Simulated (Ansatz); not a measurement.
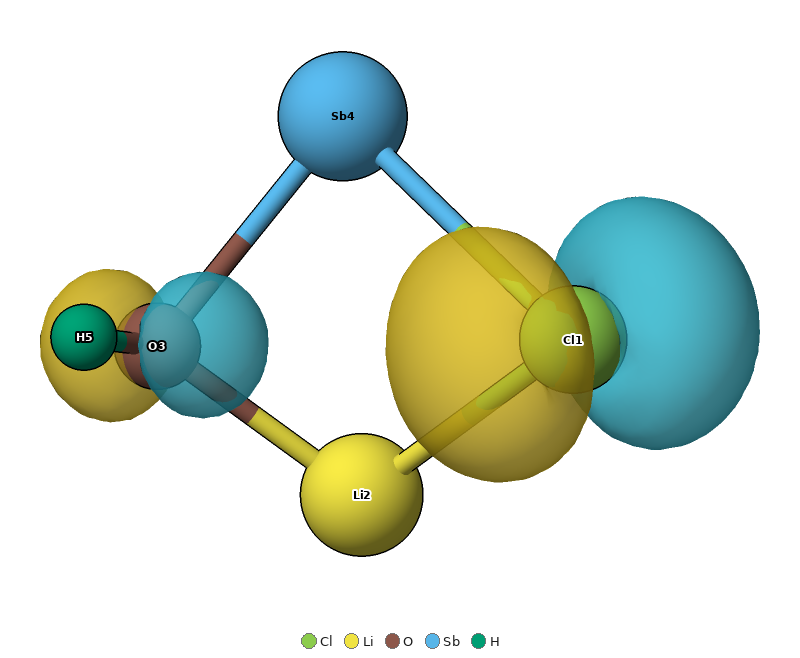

Figure 1: ClHLiOSb. The HOMO−1 at ±0.2 Å⁻³ᐟ² (yellow and cyan are the two phases), seen across its widest extent.

Geometry: B3LYP-D4/def2-TZVP; core potentials replace the inner electrons of Sb.

All numbers below come from isolated molecule in a Gaussian basis; Kohn-Sham density functional theory, functional PBE0 in Ansatz 0.2.0.

```yaml
atoms:
  - { symbol: Cl, position_ang: [-0.9395, 1.8902, -1.2564] }
  - { symbol: Li, position_ang: [-0.2637, -0.2863, -1.2338] }
  - { symbol: O, position_ang: [0.3357, -0.3888, 0.4852] }
  - { symbol: Sb, position_ang: [-1.3554, 0.7598, 1.0121] }
  - { symbol: H, position_ang: [1.1329, 0.0118, 0.8430] }
```

Question: Describe this orbital and give its energy.

Answer: By Hirshfeld shares it lies mainly on Cl1 (about 75 %) and O3 (about 20 %); largely a lone pair of Cl1. Its energy is −8.61 eV.
